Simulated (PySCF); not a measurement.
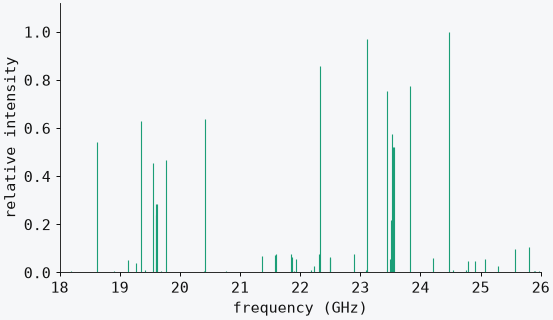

Simulated rotational absorption lines between 18 and 26 GHz at 10 K: rigid rotor with the equilibrium constants and dipole of one optimised conformer (PBE0-D3(BJ)/def2-SVP, PySCF 2.14.0), commonest isotopes; no centrifugal distortion, hyperfine structure, internal rotation or nuclear-spin weights; lines within 1 MHz of each other are summed.

Which molecule gives this spectrum?
A. C₆H₁₈AlP, SMILES [CH3][Al-]([CH3])([CH3])[P+](C)(C)C, singlet
B. CH₄FNSi, SMILES C=N[SiH2]F
C. C₄H₄N₂, SMILES C=C/N=C\C#N
D. C₄H₇ClO, SMILES CCCC(=O)Cl

Answer. Option C. Rotational constants A, B, C = 10.56, 2.137, 1.777 GHz, |μa|, |μb|, |μc| = 2.09, 0.78, 0.00 D.

Caveats: coarse grid, loose stop and no frequency check, small forces are noise and the end may be a saddle.
